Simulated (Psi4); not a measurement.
# UCCSD/def2-SVPD run of GaH2O2 (SMILES [OH][Ga][OH])

Aim: the vertical electron affinity of GaH2O2 at UCCSD/def2-SVPD, from 2 runs. 

Program for the calculation: Psi4 1.11.

## Step 1: The molecule

The species is GaH2O2 (5 atoms), meant as a doublet with charge 0. As SMILES, `[OH][Ga][OH]`. Geometry: relaxed at PBE0-D4/def2-TZVP. This is one conformer, not always the lowest.

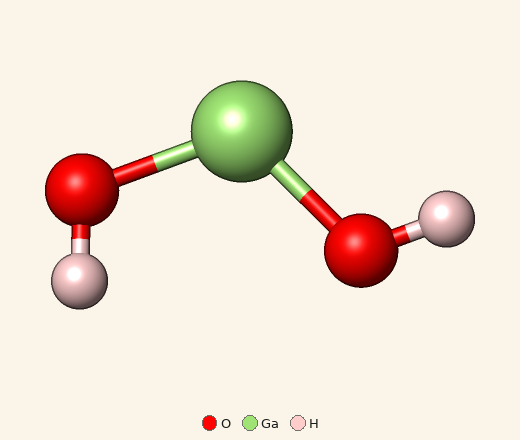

The structure, seen from a chosen angle (oxygen red, gallium green, hydrogen pink).

## Step 2: A single-point energy at UCCSD/def2-SVPD

job.py reads:

```python
import psi4

psi4.set_memory('2200 MB')
psi4.set_num_threads(1)
psi4.set_output_file('run.log', False)

geom = psi4.geometry("""
0 2
O
Ga 1 1.804189
O 2 1.794953 1 114.92572
H 1 0.959988 2 114.93381 3 179.95981
H 3 0.963168 2 111.13841 1 0.04549
symmetry c1
""")

options = {'basis': 'def2-SVPD', 'reference': 'uhf', 'puream': True, 'e_convergence': 1e-09, 'd_convergence': 1e-08, 'scf_type': 'pk', 'num_frozen_docc': 11, 'maxiter': 100}
psi4.set_options(options)

energy_value, wavefunction = psi4.energy("ccsd", return_wfn=True)
print(f'ccsd energy: {energy_value:.10f} Eh')
```

The run is started by

```bash
$ python job.py
```

run.log:

```text
[...]
  Running in c1 symmetry.
[...]
  Nuclear repulsion =  182.431293600732971
[...]
  Multiplicity = 2
[...]
  Nalpha       = 25
  Nbeta        = 24
[...]
    Number of basis functions: 100
[...]
   @UHF iter   1: -2072.53968485774476   -3.68267e+00   2.24345e-02 ADIIS/DIIS
[...]
   @UHF iter  16: -2073.81871748065851   -1.18234e-11   9.82797e-09 DIIS
[...]
   @S^2 Observed:                7.553237451E-01
[...]
    Orbital Energies [Eh]
    ---------------------
    Alpha Occupied:
       1A   -378.810683     2A    -48.176475     3A    -42.517637
       4A    -42.516101     5A    -42.514271     6A    -20.556293
       7A    -20.547942     8A     -6.423051     9A     -4.519443
      10A     -4.516863    11A     -4.512054    12A     -1.313466
      13A     -1.306745    14A     -1.227679    15A     -1.226913
      16A     -1.225694    17A     -1.212388    18A     -1.199805
      19A     -0.685478    20A     -0.655888    21A     -0.562166
      22A     -0.519506    23A     -0.507754    24A     -0.484040
      25A     -0.352383
    Alpha Virtual:
[...]
  @UHF Final Energy: -2073.81871748065851
   => Energetics <=
    Nuclear Repulsion Energy =            182.4312936007329711
    One-Electron Energy =               -3256.8387256004002666
    Two-Electron Energy =                1000.5887145190088177
    Total Energy =                      -2073.8187174806580515
  UHF NO Occupations:
  HONO-2 :   23  A 1.9995652
  HONO-1 :   24  A 1.9982984
[...]
 Multipole Moments:
 ------------------------------------------------------------------------------------
     Multipole            Electronic (a.u.)      Nuclear  (a.u.)        Total (a.u.)
 ------------------------------------------------------------------------------------
 L = 1.  Multiply by 2.5417464519 to convert [e a0] to [Debye]
 Dipole X            :          0.0000210            0.0001009            0.0001219
 Dipole Y            :          3.4375078           -2.6126430            0.8248648
 Dipole Z            :          2.6482875           -2.8484463           -0.2001588
 Magnitude           :                                                    0.8488024
[...]
      * MP2 total energy                      = -2074.421048918946326
[...]
      * CCSD total energy                     = -2074.416013750376806
```

Standard output:

```text
ccsd energy: -2074.4160137504 Eh
```

It took 2 min on 1 thread of Intel Xeon Platinum 8259CL at 2.50GHz (Skylake/Cascade Lake), shared host; peak memory 0.79 GiB.

## Step 3: The singlet anion

gah2o2.json reads:

```json
{
  "schema_name": "qcschema_input",
  "schema_version": 1,
  "molecule": {
    "schema_name": "qcschema_molecule",
    "schema_version": 2,
    "symbols": ["O", "Ga", "O", "H", "H"],
    "geometry": [-0.7003325, 0.04081808, -2.40826697, -0.58902763, -1.42447555, 0.66820716, 1.16822869, 0.29271858, 3.00674324, -1.63914844, -0.87796676, -3.65945464, 1.85476619, 1.82963283, 2.31434758],
    "molecular_charge": -1,
    "molecular_multiplicity": 1,
    "fix_symmetry": "c1"
  },
  "driver": "energy",
  "model": {
    "method": "ccsd",
    "basis": "def2-SVPD"
  },
  "keywords": {
    "puream": true,
    "e_convergence": 1e-09,
    "d_convergence": 1e-08,
    "scf_type": "pk",
    "num_frozen_docc": 11
  }
}
```

The run is started by

```bash
$ psi4 --qcschema gah2o2.json -n 1 --memory 2200MB
```

stdout:

```text
[...]
  Running in c1 symmetry.
[...]
  Nuclear repulsion =  182.431292315846804
[...]
  Multiplicity = 1
[...]
  Nalpha       = 25
  Nbeta        = 25
[...]
    Number of basis functions: 100
[...]
   @RHF iter   1: -2072.31945765593127   -3.46244e+00   2.31767e-02 DIIS/ADIIS
[...]
   @RHF iter  13: -2073.83728882373725   -4.54747e-12   5.41254e-09 DIIS
[...]
    Orbital Energies [Eh]
    ---------------------
    Doubly Occupied:
       1A   -378.549619     2A    -47.916574     3A    -42.257645
       4A    -42.256034     5A    -42.255106     6A    -20.348079
       7A    -20.344024     8A     -6.161082     9A     -4.257531
      10A     -4.254043    11A     -4.253379    12A     -1.100226
      13A     -1.094934    14A     -0.967587    15A     -0.965504
      16A     -0.963977    17A     -0.959712    18A     -0.952023
      19A     -0.474670    20A     -0.451435    21A     -0.347272
      22A     -0.317008    23A     -0.306125    24A     -0.285415
      25A     -0.052048
[...]
  @RHF Final Energy: -2073.83728882373725
   => Energetics <=
    Nuclear Repulsion Energy =            182.4312923158468038
    One-Electron Energy =               -3268.3550632904025406
    Two-Electron Energy =                1012.0864821508184832
    Total Energy =                      -2073.8372888237372536
[...]
 Multipole Moments:
 ------------------------------------------------------------------------------------
     Multipole            Electronic (a.u.)      Nuclear  (a.u.)        Total (a.u.)
 ------------------------------------------------------------------------------------
 L = 1.  Multiply by 2.5417464519 to convert [e a0] to [Debye]
 Dipole X            :         -1.0896409            1.3598249            0.2701841
 Dipole Y            :         -2.4180651            3.2045837            0.7865186
 Dipole Z            :          1.0680322           -1.6796047           -0.6115725
 Magnitude           :                                                    1.0322945
[...]
      * MP2 total energy                      = -2074.470497719133164
[...]
      * CCSD total energy                     = -2074.468148117541205
[...]
```

The result, in JSON:

```text
{
 "driver": "energy",
 "model": {
  "method": "ccsd",
  "basis": "def2-SVPD"
 },
 "success": true,
 "return_result": -2074.468148117541,
 "properties": {
  "calcinfo_nbasis": 100,
  "calcinfo_nmo": 100,
  "calcinfo_nalpha": 25,
  "calcinfo_nbeta": 25,
  "calcinfo_natom": 5,
  "nuclear_repulsion_energy": 182.4312923158468,
  "return_energy": -2074.468148117541,
  "scf_one_electron_energy": -3268.3550632904025,
  "scf_two_electron_energy": 1012.0864821508185,
  "scf_dipole_moment": [0.27018409405277755, 0.7865185646536346, -0.6115725288356955],
  "scf_total_energy": -2073.8372888237373,
  "scf_iterations": 13,
  "mp2_same_spin_correlation_energy": -0.18385123361750783,
  "mp2_opposite_spin_correlation_energy": -0.4493576617927834,
  "mp2_singles_energy": -3.598484252371674e-26,
  "mp2_doubles_energy": -0.6332088954102912,
  "mp2_correlation_energy": -0.6332088954102912,
  "mp2_total_energy": -2074.470497719133,
  "ccsd_same_spin_correlation_energy": -0.15955343135666505,
  "ccsd_opposite_spin_correlation_energy": -0.4713058624619067,
  "ccsd_singles_energy": 0.0,
  "ccsd_doubles_energy": -0.6308592938185718,
  "ccsd_correlation_energy": -0.6308592938185715,
  "ccsd_total_energy": -2074.468148117541,
  "ccsd_iterations": 18
 }
}
```

Wall time 47 s (1 thread of Intel Xeon Platinum 8259CL at 2.50GHz (Skylake/Cascade Lake), shared host); peak memory 0.79 GiB.

## Step 4: Results

Level: UCCSD/def2-SVPD, 11 core orbitals frozen.

```
                                                                  quantity           value
                                              doublet GaH2O2: total energy  -2074.41601 Eh
doublet GaH2O2: HOMO energy (Hartree–Fock orbitals) (highest over α and β)        -9.59 eV
 doublet GaH2O2: LUMO energy (Hartree–Fock orbitals) (lowest over α and β)         0.00 eV
              doublet GaH2O2: correlation energy (11 core orbitals frozen)      -597.3 mEh
                         doublet GaH2O2: ⟨S²⟩ of the reference determinant           0.755
                                             doublet GaH2O2: T1 diagnostic           0.026
                                               singlet anion: total energy  -2074.46815 Eh
                        singlet anion: HOMO energy (Hartree–Fock orbitals)        -1.42 eV
                        singlet anion: LUMO energy (Hartree–Fock orbitals)         5.93 eV
      singlet anion: HOMO–LUMO gap (to an unbound level, set by the basis)         7.35 eV
               singlet anion: correlation energy (11 core orbitals frozen)      -630.9 mEh
                                              singlet anion: T1 diagnostic           0.018
                         vertical electron affinity (to the singlet anion)        1.419 eV
```

What this shows: At fixed nuclei the extra electron is bound by 1.42 eV (137 kJ/mol).
